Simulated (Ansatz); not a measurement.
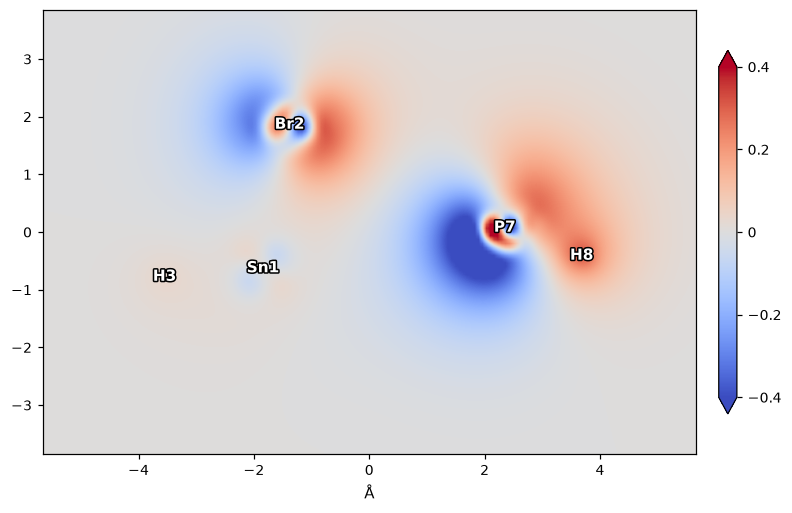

*BrH3Sn···PH3. The HOMO on the plane of atoms Br2, Sn1 and H3 (values in Å⁻³ᐟ²; the overall sign is arbitrary).*

Core potentials replace the inner electrons of Sn.

All numbers below come from Ansatz, RKS B3LYP/def2-mTZVP.

```xyz
9

Sn   -0.4517   -0.2541   -2.0971
Br    1.8041   -1.1054   -1.3351
H    -0.5106   -0.5808   -3.7767
H    -1.6270   -1.1372   -1.2293
H    -0.4764    1.4211   -1.7700
H     1.2970    1.0442    2.2114
P     0.0162    0.4450    2.0659
H    -0.4741    0.9610    3.2981
H     0.4227   -0.7939    2.6328
```

### Where does this orbital lie, and at what energy?

Its weight (Hirshfeld) is mainly on P7 (about 65 %) and Br2 (about 20 %). Its energy is −7.57 eV.
